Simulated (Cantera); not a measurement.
A closed system holds: 1 mol Si₃N₄, a varied amount of H₂O, 180 mol H₂, equilibrated at 1875 K and 1 atm.

These are equilibrium values from Cantera (NASA tables, ideal gas, pure condensed phases), not measurements of a reactor. Candidate condensed phases: H₂O, Si, SiO₂, Si₂N₂O, Si₃N₄; 35 gas species. Mutual solubility and eutectic melting of coexisting phases are not modelled. Gases not in the tables: Si₂H₆ and higher silanes. Kinetics and transport are ignored.

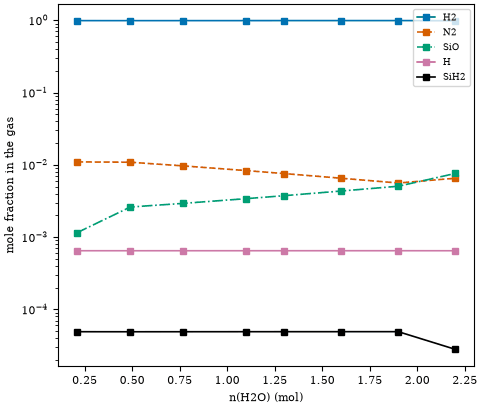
Figure: Equilibrium gas composition (values under 1e-9 drawn at 1e-9)

### Question
Read off the mole fractions at 1.3 mol H₂O.

### Answer
H₂ about 0.99, N₂ about 0.0076, SiO about 0.0037, H about 0.00065, SiH₂ about 4.9e-5.
